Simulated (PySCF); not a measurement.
[Zn(OH)4]2- (H4O4Zn, charge −2).

PySCF calculation, PBE0/def2-SVPD, gas phase; geometry: GFN2-xTB. No frequency check shows the geometry to be a minimum. GFN2-xTB bond lengths at metals and heavier atoms can be off by up to 0.1 Å and shapes distorted, which carries into these values.

The calculation's input:

```python
import numpy as np
from pyscf import gto, scf, dft, lo
from pyscf.data.elements import chemcore

def solve(mol, dm0=None, hcore=None):
    mf = (dft.UKS if mol.spin else dft.RKS)(mol, xc='pbe0')
    mf.grids.level = 3
    mf = mf.density_fit(auxbasis='def2-universal-jkfit')
    mf.conv_tol, mf.max_cycle = 1e-8, 80
    if hcore is not None:
        mf.get_hcore = lambda *args: hcore
    mf.kernel(dm0)
    if not mf.converged:
        mf = mf.newton().run(mf.mo_coeff, mf.mo_occ, max_cycle=30)
    assert mf.converged, 'SCF not converged'
    return mf

mol = gto.M(atom='''
Zn     0.00038     0.00021     0.00007
O     -1.44626     0.69648     1.04459
H     -2.09481     0.00588     1.19131
O      0.69707     1.44459    -1.04408
H      0.00485     2.08906    -1.19645
O     -0.69770    -1.44493    -1.04408
H     -0.00549    -2.08940    -1.19645
O      1.44563    -0.69682     1.04458
H      2.09417    -0.00623     1.19131
''', basis='def2-svpd', charge=-2, spin=0, verbose=4)
mf = solve(mol)
occ_all = mf.mo_coeff[:, mf.mo_occ > 0]
occ = occ_all[:, chemcore(mol):]
loc = lo.ibo.ibo(mol, occ, iaos=lo.iao.iao(mol, occ_all))
fock, s = mf.get_fock(), mf.get_ovlp()
ortho = lo.orth_ao(mol, 'meta_lowdin')
ortho = lo.vec_lowdin(lo.iao.iao(mol, occ_all), s)
labels = lo.iao.reference_mol(mol).ao_labels(fmt=None)
vir = lo.vvo.livvo(mol, occ_all, mf.mo_coeff[:, mf.mo_occ == 0])
both = np.hstack([loc, vir])
p = (ortho.T @ s @ both) ** 2
pop = np.array([p[[l[0] == a for l in labels]].sum(0) for a in range(mol.natm)])
spd = np.array([[p[[l[0] == a and l[2][-1] == k for l in labels]].sum(0) for k in 'spd'] for a in range(mol.natm)])
eps = np.einsum('pi,pq,qi->i', both, fock, both)
for i in np.argsort(eps):
    top = np.argsort(-pop[:, i])[:3]
    print('%3d %s %9.4f Eh ' % (i + 1, 'occ' if i < loc.shape[1] else 'vir', eps[i]), '  '.join('%s%d %.3f' % (mol.atom_symbol(a), a + 1, pop[a, i]) for a in top))
np.savez('result.npz', c=both, nocc=loc.shape[1], pop=pop, spd=spd, eps=eps, e=mf.e_tot)
```

Launched as:

```sh
OMP_NUM_THREADS=1 python input.py
```

The run took 42 s on 1 thread of Intel(R) Xeon(R) Processor @ 2.50GHz (Skylake/Cascade Lake), on a shared host, peak memory 0.63 GiB.

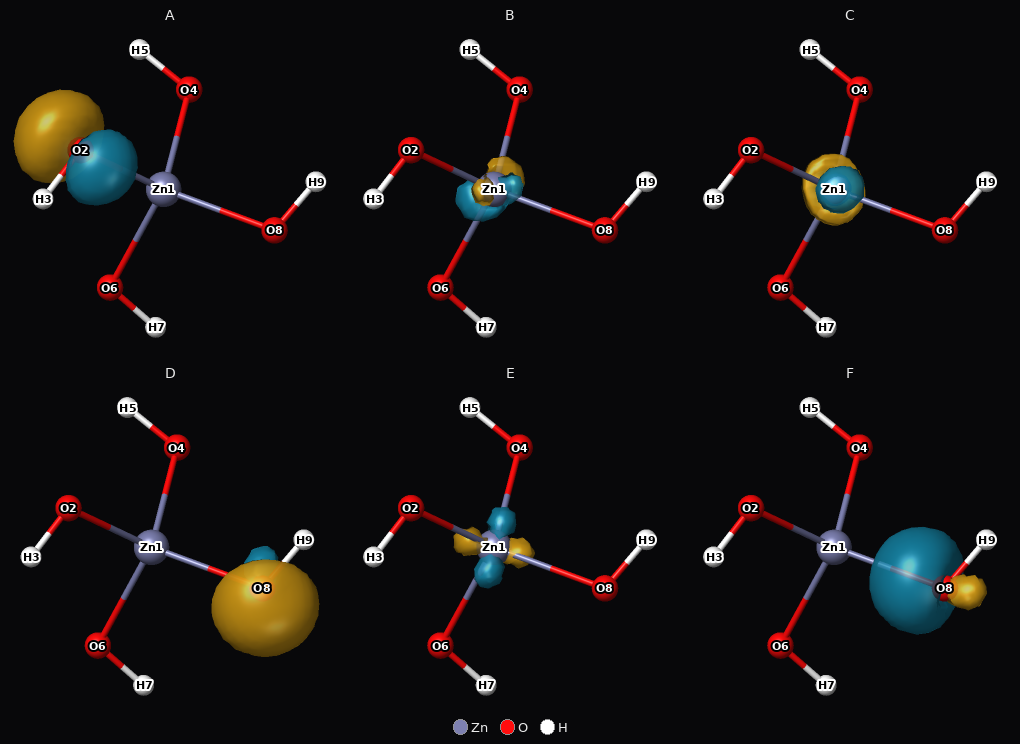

Intrinsic bond orbitals (IBO), occupied; each surface holds about 70 % of the orbital's density. Energies are diagonal elements of the Fock matrix.

Q: Name the orbitals, with their atomic make-up and energies.

A: By panel:
- A: lone pair on O2 (p-type) (O2 100 %; 1.5 eV)
- B: d orbital on Zn1 (Zn1 100 %; −16.9 eV)
- C: d orbital on Zn1 (Zn1 100 %; −4.5 eV)
- D: lone pair on O8 (sp1.9-type) (O8 100 %; −2.2 eV)
- E: d orbital on Zn1 (Zn1 100 %; −3.4 eV)
- F: pair mostly on O8, directed at Zn1 (a polar σ bond or a donated lone pair) (O8 93 %, Zn1 6 %; −4.1 eV)
